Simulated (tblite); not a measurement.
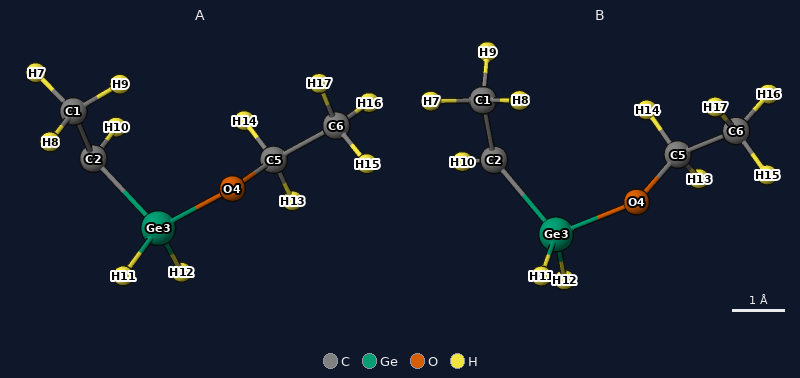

Two geometries of C4H11GeO (multiplicity 2), drawn at one scale. One is the start of a relaxation, the other its converged end. The picture is a ball-and-stick view, seen at a tilt.

Computed with tblite, GFN2-xTB geometry optimisation, gas phase. 

Which one is relaxed?

Structure B is the relaxed one. The energy falls by 0.615 eV in 138 geometry steps. H8 moves most after the best rigid fit: 1.58 Å. Largest moves by element: H 1.58 Å, O 0.44 Å, C 0.33 Å, Ge 0.16 Å. Among the contacts that change: C1–C2 1.526 → 1.478 Å, Ge3–H11 1.547 → 1.500 Å, Ge3–O4 1.809 → 1.763 Å, Ge3–H12 1.557 → 1.514 Å. Among the angles between lasting bonds that change: Ge3–O4–C5 107.8° → 125.9°, C1–C2–Ge3 111.1° → 123.5°, O4–Ge3–H11 108.4° → 96.8°. Groups turn about Ge3–O4 by about 20°.
